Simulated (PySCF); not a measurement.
**Geometry relaxation of C2H4F2 (part 2 of 2)**

The same run, continued: C2H4F2; OPBE/MINAO, RKS, SMD solvent cyclohexane (PySCF 2.14.0). The geometry: force field.

Geometry of the input (Å):
```
F  -1.2388  0.7238  0.8740
C  -0.1109  0.7191  0.1839
C  0.1773  -0.7112  -0.1874
F  -0.5560  -1.1181  -1.1644
H  -0.2102  1.3336  -0.7278
H  0.6626  1.1594  0.8348
H  1.2587  -0.8046  -0.5462
H  0.1093  -1.3591  0.6772
```

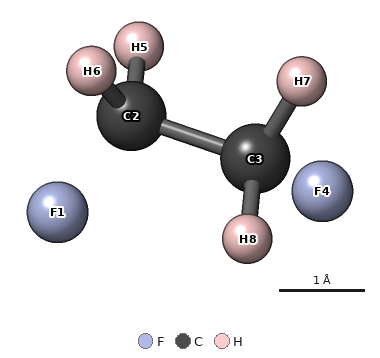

**Figure 1.** The geometry at step 6 of the log (ball-and-stick view, seen at a tilt; atoms are numbered from 1 in the order of the input).

What the program printed, continued:
```
----------------------------------------------
cycle 9: E = -277.944576813  dE = -1.83331e-06  norm(grad) = 0.000932925
Step    8 : Displace = 4.492e-03/5.716e-03 (rms/max) Trust = 3.000e-01 (=) Grad = 3.298e-04/6.931e-04 (rms/max) E (change) = -277.9445768132 (-1.833e-06) Quality = 0.853
Hessian Eigenvalues: 2.18424e-03 3.74605e-02 4.99960e-02 ... 3.63914e-01 4.24683e-01 7.03711e-01

Geometry optimization cycle 10
Cartesian coordinates (Angstrom)
 Atom        New coordinates             dX        dY        dZ
   F  -1.420985   0.810409   0.995304    0.001353 -0.004977  0.007676
   C  -0.128018   0.742246   0.226358    0.000923 -0.004975  0.007931
   C   0.215161  -0.765048  -0.211115   -0.004447 -0.003694 -0.001473
   F  -0.710057  -1.245656  -1.300010   -0.015215  0.001682  0.005484
   H  -0.197893   1.440722  -0.769975    0.004264  0.001576  0.012177
   H   0.794437   1.135260   0.922580    0.002683 -0.013285  0.010551
   H   1.368604  -0.772169  -0.610724   -0.008261 -0.002376 -0.012819
   H   0.126699  -1.494493   0.760827    0.004346 -0.007838 -0.003686
converged SCF energy = -277.944578379592
--------------- SMDDFRKS_Scanner (+SMD) gradients ---------------
         x                y                z
0 F     0.0005101369    -0.0000681547    -0.0003474931
1 C    -0.0003655334     0.0000513896     0.0001991459
2 C     0.0002287522     0.0001130920     0.0005097753
3 F    -0.0000820110     0.0000040262    -0.0001182930
4 H     0.0000124451    -0.0000908362     0.0000626019
5 H    -0.0001461629     0.0000140990    -0.0000605675
6 H    -0.0001122401    -0.0000474294    -0.0000629521
7 H    -0.0000401522     0.0001049781    -0.0002269882
----------------------------------------------
cycle 10: E = -277.94457838  dE = -1.5664e-06  norm(grad) = 0.0010138
Step    9 : Displace = 5.769e-03/7.162e-03 (rms/max) Trust = 3.000e-01 (=) Grad = 3.584e-04/6.210e-04 (rms/max) E (change) = -277.9445783796 (-1.566e-06) Quality = 0.663
Hessian Eigenvalues: 1.62094e-03 3.61643e-02 4.99869e-02 ... 3.61521e-01 4.09010e-01 6.56224e-01

Geometry optimization cycle 11
Cartesian coordinates (Angstrom)
 Atom        New coordinates             dX        dY        dZ
   F  -1.419288   0.805483   1.004576    0.001697 -0.004926  0.009272
   C  -0.127230   0.736711   0.233949    0.000788 -0.005535  0.007591
   C   0.210677  -0.769416  -0.212723   -0.004484 -0.004368 -0.001608
   F  -0.723687  -1.245716  -1.295212   -0.013630 -0.000061  0.004798
   H  -0.194882   1.441933  -0.757969    0.003010  0.001210  0.012006
   H   0.797928   1.121203   0.931749    0.003492 -0.014057  0.009168
   H   1.360972  -0.774510  -0.621757   -0.007632 -0.002342 -0.011033
   H   0.130684  -1.502465   0.757592    0.003985 -0.007973 -0.003234
converged SCF energy = -277.944579237091
--------------- SMDDFRKS_Scanner (+SMD) gradients ---------------
         x                y                z
0 F     0.0004047936    -0.0000367239    -0.0003078041
1 C    -0.0004224459     0.0000758756     0.0002467670
2 C     0.0001270050     0.0000078189     0.0002006292
3 F    -0.0000385915     0.0000211261    -0.0000249986
4 H     0.0000500426    -0.0000213749    -0.0000085233
5 H    -0.0000501197     0.0000157526    -0.0000041635
6 H    -0.0000556455    -0.0000038964    -0.0000607142
7 H    -0.0000181406     0.0000384599    -0.0000868302
----------------------------------------------
cycle 11: E = -277.944579237  dE = -8.57498e-07  norm(grad) = 0.000765521
Step   10 : Displace = 4.818e-03/5.889e-03 (rms/max) Trust = 3.000e-01 (=) Grad = 2.707e-04/5.099e-04 (rms/max) E (change) = -277.9445792371 (-8.575e-07) Quality = 0.438
Hessian Eigenvalues: 1.58674e-03 3.06515e-02 4.87284e-02 ... 3.65979e-01 3.86121e-01 5.72165e-01

Geometry optimization cycle 12
Cartesian coordinates (Angstrom)
 Atom        New coordinates             dX        dY        dZ
   F  -1.417422   0.801328   1.012706    0.001865 -0.004155  0.008131
   C  -0.126672   0.732133   0.238853    0.000558 -0.004578  0.004904
   C   0.207892  -0.773221  -0.213625   -0.002785 -0.003805 -0.000902
   F  -0.731221  -1.247296  -1.292582   -0.007534 -0.001580  0.002630
   H  -0.194596   1.441742  -0.750046    0.000286 -0.000191  0.007923
   H   0.801008   1.111406   0.936449    0.003079 -0.009797  0.004700
   H   1.356640  -0.776829  -0.627378   -0.004332 -0.002319 -0.005621
   H   0.132938  -1.508272   0.755914    0.002254 -0.005807 -0.001678
converged SCF energy = -277.944579370732
--------------- SMDDFRKS_Scanner (+SMD) gradients ---------------
         x                y                z
0 F     0.0001306386     0.0000144637    -0.0001471485
1 C    -0.0002538554     0.0000577863     0.0001458298
2 C     0.0000099194    -0.0000489557    -0.0000720560
3 F    -0.0000045651     0.0000147755     0.0000284052
4 H     0.0000649058     0.0000402970    -0.0000500927
5 H     0.0000270046     0.0000104361     0.0000385837
6 H     0.0000054122     0.0000330674    -0.0000321307
7 H     0.0000112537    -0.0000136635     0.0000428027
----------------------------------------------
cycle 12: E = -277.944579371  dE = -1.33641e-07  norm(grad) = 0.000389465
Step   11 : Displace = 2.162e-03/2.694e-03 (rms/max) Trust = 3.000e-01 (=) Grad = 1.377e-04/2.984e-04 (rms/max) E (change) = -277.9445793707 (-1.336e-07) Quality = 0.113
Hessian Eigenvalues: 1.64442e-03 1.59117e-02 4.67981e-02 ... 3.68501e-01 4.05793e-01 5.47064e-01

Geometry optimization cycle 13
Cartesian coordinates (Angstrom)
 Atom        New coordinates             dX        dY        dZ
   F  -1.414816   0.796159   1.021329    0.002607 -0.005169  0.008623
   C  -0.126033   0.727254   0.242886    0.000639 -0.004879  0.004034
   C   0.206142  -0.777381  -0.213874   -0.001750 -0.004160 -0.000249
   F  -0.735829  -1.249766  -1.290789   -0.004608 -0.002471  0.001793
   H  -0.196349   1.439890  -0.743703   -0.001753 -0.001852  0.006343
   H   0.804164   1.103465   0.938900    0.003156 -0.007941  0.002451
   H   1.354000  -0.780128  -0.630339   -0.002640 -0.003299 -0.002961
   H   0.134349  -1.513870   0.755011    0.001411 -0.005598 -0.000903
converged SCF energy = -277.944579168137
--------------- SMDDFRKS_Scanner (+SMD) gradients ---------------
         x                y                z
0 F    -0.0001666352     0.0000610870     0.0000390778
1 C     0.0000134416     0.0000178070    -0.0000261898
2 C    -0.0000996620    -0.0000602675    -0.0002448590
3 F     0.0000259505     0.0000061533     0.0000612361
4 H     0.0000619445     0.0000766668    -0.0000565635
5 H     0.0000622521    -0.0000006331     0.0000618936
6 H     0.0000490147     0.0000533288     0.0000013242
7 H     0.0000374014    -0.0000358439     0.0001191027
----------------------------------------------
cycle 13: E = -277.944579168  dE = 2.02595e-07  norm(grad) = 0.000393611
```

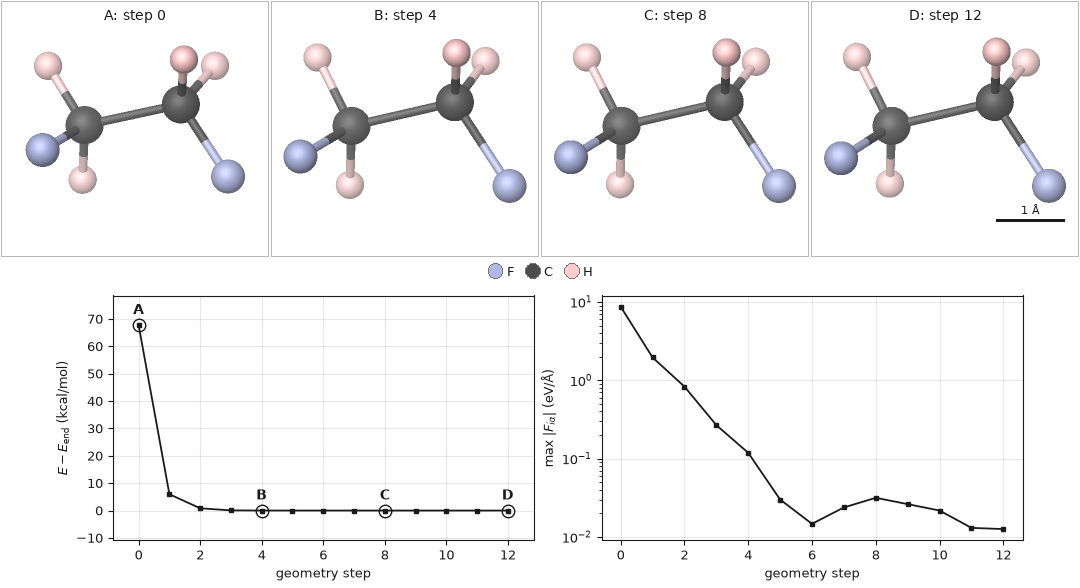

**Figure 2.** Frames of the relaxation (ball-and-stick view, seen at a tilt) above the curves, on which the letters mark them (steps are counted from 0).

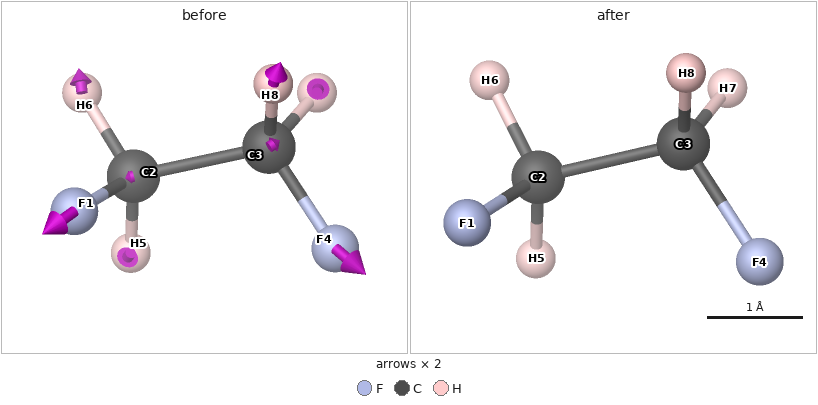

**Figure 3.** Before (left) and after (right) the relaxation, at one scale (ball-and-stick view, seen at a tilt). The pink arrows give the displacements, magnified 2 times. After 12 geometry steps the energy has fallen by 67.7 kcal/mol. The largest force component goes from 8.7 to 0.013 eV/Å. The largest move after the best rigid fit is that of F1, 0.24 Å. Largest moves by element: F 0.24 Å, H 0.15 Å, C 0.07 Å. Distances before and after: C3–F4 1.288 → 1.507 Å, F1–C2 1.322 → 1.507 Å, C3–H8 1.083 → 1.219 Å, C2–H5 1.104 → 1.219 Å. Among the angles that change: C3–C2–H6 113.0° → 107.0°, F1–C2–C3 107.2° → 111.5°, F4–C3–H7 105.9° → 110.1°. (Atoms are counted from 1 in the order of the input.)

```
Step   12 : Displace = 8.263e-04/1.200e-03 (rms/max) Trust = 1.081e-03 (-) Grad = 1.392e-04/2.711e-04 (rms/max) E (change) = -277.9445791681 (+2.026e-07) Quality = -0.214
Hessian Eigenvalues: 1.64442e-03 1.59117e-02 4.67981e-02 ... 3.68501e-01 4.05793e-01 5.47064e-01
Converged! =D

converged: True
F          -1.41481580        0.79615867        1.02132923
C          -0.12603256        0.72725406        0.24288646
C           0.20614203       -0.77738115       -0.21387370
F          -0.73582908       -1.24976625       -1.29078928
H          -0.19634942        1.43988956       -0.74370276
H           0.80416412        1.10346531        0.93889968
H           1.35400008       -0.78012804       -0.63033918
H           0.13434923       -1.51387028        0.75501093
converged SCF energy = -277.944579168146
E = -277.9445791681 Eh
```

Trajectory as extended XYZ (Å, eV, eV/Å), 13 frames, from step=0 to step=12:
```
8
Properties=species:S:1:pos:R:3:forces:R:3 step=0 energy=-7560.32050
F    -1.2388    0.7238    0.8740   -8.4011   0.3903   4.8105
C    -0.1109    0.7191    0.1839    3.4478  -0.7294  -1.5435
C     0.1773   -0.7112   -0.1874    6.1351   2.9715   2.8161
F    -0.5560   -1.1181   -1.1644   -7.3134  -3.7116  -8.7160
H    -0.2102    1.3336   -0.7278    0.0786   2.1354  -3.5394
H     0.6626    1.1594    0.8348    3.5772   1.4063   1.8869
H     1.2587   -0.8046   -0.5462    2.7847   0.2033  -0.1422
H     0.1093   -1.3591    0.6772   -0.3041  -2.6642   4.4255
8
Properties=species:S:1:pos:R:3:forces:R:3 step=1 energy=-7562.99916
F    -1.3619    0.7937    0.9512   -1.9173   0.1592   1.0486
C    -0.1261    0.7443    0.2005    0.6197  -0.2465  -0.3949
C     0.1980   -0.7472   -0.2109    1.7938   0.7751   0.8745
F    -0.6261   -1.2015   -1.2812   -1.7917  -0.9318  -1.9569
H    -0.2096    1.3916   -0.7889    0.0038   0.5587  -0.8032
H     0.7448    1.1780    0.8777    0.9157   0.2272   0.3885
H     1.3466   -0.7891   -0.5567    0.6118   0.1260  -0.0720
H     0.1281   -1.4262    0.7517   -0.2353  -0.6689   0.9157
8
Properties=species:S:1:pos:R:3:forces:R:3 step=2 energy=-7563.22116
F    -1.4040    0.8154    0.9675   -0.6289   0.0606   0.3549
C    -0.1344    0.7524    0.2025    0.3274  -0.0905  -0.2030
C     0.2151   -0.7547   -0.2117    0.7485   0.3700   0.5280
F    -0.6497   -1.2328   -1.2971   -0.7122  -0.4085  -0.8307
H    -0.2142    1.4242   -0.8022    0.0094   0.1265  -0.1708
H     0.7794    1.1647    0.8820    0.2202   0.0735   0.1079
H     1.3808   -0.7695   -0.5613    0.1106   0.0412  -0.0341
H     0.1196   -1.4592    0.7652   -0.0756  -0.1751   0.2489
8
Properties=species:S:1:pos:R:3:forces:R:3 step=3 energy=-7563.25477
F    -1.4212    0.8258    0.9778   -0.0913   0.0068   0.0546
C    -0.1340    0.7547    0.2053    0.1027  -0.0352  -0.0813
C     0.2222   -0.7582   -0.2119    0.2018   0.1266   0.2676
F    -0.6619   -1.2534   -1.3113   -0.1817  -0.0988  -0.2221
H    -0.2125    1.4368   -0.8028    0.0036  -0.0039   0.0151
H     0.7915    1.1634    0.8892   -0.0128  -0.0001   0.0014
H     1.3903   -0.7616   -0.5693   -0.0164  -0.0024  -0.0181
H     0.1159   -1.4729    0.7710   -0.0075   0.0046  -0.0154
8
Properties=species:S:1:pos:R:3:forces:R:3 step=4 energy=-7563.25673
F    -1.4240    0.8257    0.9800    0.0091  -0.0037  -0.0053
C    -0.1325    0.7540    0.2066    0.0214  -0.0103  -0.0230
C     0.2240   -0.7584   -0.2104    0.0571   0.0447   0.1185
F    -0.6680   -1.2550   -1.3139   -0.0499  -0.0245  -0.0605
H    -0.2107    1.4383   -0.8005    0.0024  -0.0131   0.0221
H     0.7918    1.1629    0.8930   -0.0250  -0.0057  -0.0055
H     1.3900   -0.7624   -0.5743   -0.0186  -0.0061  -0.0117
H     0.1159   -1.4757    0.7713    0.0018   0.0163  -0.0327
8
Properties=species:S:1:pos:R:3:forces:R:3 step=5 energy=-7563.25707
F    -1.4242    0.8236    0.9808    0.0223  -0.0040  -0.0144
C    -0.1312    0.7529    0.2081   -0.0106   0.0004   0.0037
C     0.2242   -0.7582   -0.2092    0.0066   0.0066   0.0300
F    -0.6731   -1.2533   -1.3134   -0.0057  -0.0005  -0.0032
H    -0.2090    1.4381   -0.7976    0.0024  -0.0055   0.0088
H     0.7909    1.1622    0.8966   -0.0105  -0.0035  -0.0008
H     1.3881   -0.7646   -0.5789   -0.0086  -0.0027  -0.0070
H     0.1167   -1.4772    0.7701    0.0025   0.0068  -0.0150
8
Properties=species:S:1:pos:R:3:forces:R:3 step=6 energy=-7563.25714
F    -1.4237    0.8214    0.9816    0.0119  -0.0017  -0.0085
C    -0.1303    0.7519    0.2101   -0.0147   0.0030   0.0096
C     0.2237   -0.7584   -0.2088   -0.0072  -0.0068  -0.0087
F    -0.6779   -1.2514   -1.3118    0.0047   0.0042   0.0109
H    -0.2074    1.4379   -0.7946    0.0026   0.0007  -0.0001
H     0.7903    1.1604    0.9000    0.0005  -0.0016   0.0028
H     1.3858   -0.7663   -0.5831   -0.0013   0.0004  -0.0039
H     0.1178   -1.4789    0.7688    0.0021  -0.0008  -0.0001
8
Properties=species:S:1:pos:R:3:forces:R:3 step=7 energy=-7563.25718
F    -1.4233    0.8193    0.9832   -0.0008   0.0004  -0.0004
C    -0.1298    0.7504    0.2128   -0.0086   0.0025   0.0069
C     0.2225   -0.7592   -0.2089   -0.0110  -0.0103  -0.0238
F    -0.6835   -1.2496   -1.3097    0.0063   0.0038   0.0126
H    -0.2056    1.4382   -0.7906    0.0024   0.0039  -0.0038
H     0.7905    1.1570    0.9040    0.0059  -0.0008   0.0044
H     1.3828   -0.7677   -0.5881    0.0026   0.0022  -0.0017
H     0.1192   -1.4813    0.7673    0.0021  -0.0045   0.0079
8
Properties=species:S:1:pos:R:3:forces:R:3 step=8 energy=-7563.25723
F    -1.4223    0.8154    0.9876   -0.0172   0.0027   0.0107
C    -0.1289    0.7472    0.2184    0.0052   0.0001  -0.0014
C     0.2196   -0.7614   -0.2096   -0.0131  -0.0101  -0.0316
F    -0.6948   -1.2473   -1.3055    0.0059   0.0019   0.0106
H    -0.2022    1.4391   -0.7822    0.0013   0.0058  -0.0052
H     0.7918    1.1485    0.9120    0.0090  -0.0005   0.0047
H     1.3769   -0.7698   -0.5979    0.0057   0.0032   0.0012
H     0.1224   -1.4867    0.7645    0.0023  -0.0066   0.0132
8
Properties=species:S:1:pos:R:3:forces:R:3 step=9 energy=-7563.25728
F    -1.4210    0.8104    0.9953   -0.0262   0.0035   0.0179
C    -0.1280    0.7422    0.2264    0.0188  -0.0026  -0.0102
C     0.2152   -0.7650   -0.2111   -0.0118  -0.0058  -0.0262
F    -0.7101   -1.2457   -1.3000    0.0042  -0.0002   0.0061
H    -0.1979    1.4407   -0.7700   -0.0006   0.0047  -0.0032
H     0.7944    1.1353    0.9226    0.0075  -0.0007   0.0031
H     1.3686   -0.7722   -0.6107    0.0058   0.0024   0.0032
H     0.1267   -1.4945    0.7608    0.0021  -0.0054   0.0117
8
Properties=species:S:1:pos:R:3:forces:R:3 step=10 energy=-7563.25730
F    -1.4193    0.8055    1.0046   -0.0208   0.0019   0.0158
C    -0.1272    0.7367    0.2339    0.0217  -0.0039  -0.0127
C     0.2107   -0.7694   -0.2127   -0.0065  -0.0004  -0.0103
F    -0.7237   -1.2457   -1.2952    0.0020  -0.0011   0.0013
H    -0.1949    1.4419   -0.7580   -0.0026   0.0011   0.0004
H     0.7979    1.1212    0.9317    0.0026  -0.0008   0.0002
H     1.3610   -0.7745   -0.6218    0.0029   0.0002   0.0031
H     0.1307   -1.5025    0.7576    0.0009  -0.0020   0.0045
8
Properties=species:S:1:pos:R:3:forces:R:3 step=11 energy=-7563.25730
F    -1.4174    0.8013    1.0127   -0.0067  -0.0007   0.0076
C    -0.1267    0.7321    0.2389    0.0131  -0.0030  -0.0075
C     0.2079   -0.7732   -0.2136   -0.0005   0.0025   0.0037
F    -0.7312   -1.2473   -1.2926    0.0002  -0.0008  -0.0015
H    -0.1946    1.4417   -0.7500   -0.0033  -0.0021   0.0026
H     0.8010    1.1114    0.9364   -0.0014  -0.0005  -0.0020
H     1.3566   -0.7768   -0.6274   -0.0003  -0.0017   0.0017
H     0.1329   -1.5083    0.7559   -0.0006   0.0007  -0.0022
8
Properties=species:S:1:pos:R:3:forces:R:3 step=12 energy=-7563.25730
F    -1.4148    0.7962    1.0213    0.0086  -0.0031  -0.0020
C    -0.1260    0.7273    0.2429   -0.0007  -0.0009   0.0013
C     0.2061   -0.7774   -0.2139    0.0051   0.0031   0.0126
F    -0.7358   -1.2498   -1.2908   -0.0013  -0.0003  -0.0031
H    -0.1963    1.4399   -0.7437   -0.0032  -0.0039   0.0029
H     0.8042    1.1035    0.9389   -0.0032   0.0000  -0.0032
H     1.3540   -0.7801   -0.6303   -0.0025  -0.0027  -0.0001
H     0.1343   -1.5139    0.7550   -0.0019   0.0018  -0.0061
```

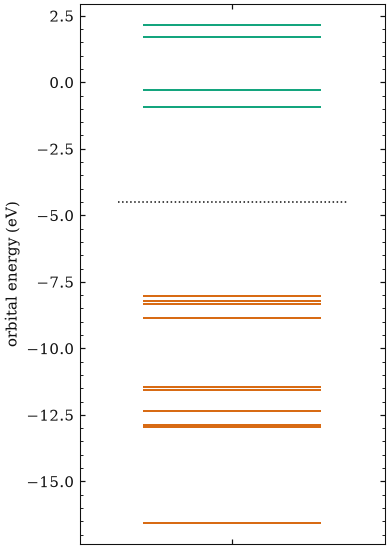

**Figure 4.** Orbital energies near the frontier; the dotted line parts filled from empty levels, and levels within 0.02 eV of each other stand side by side. Highest filled −8.04 eV, lowest empty −0.94 eV, 7.10 eV apart.
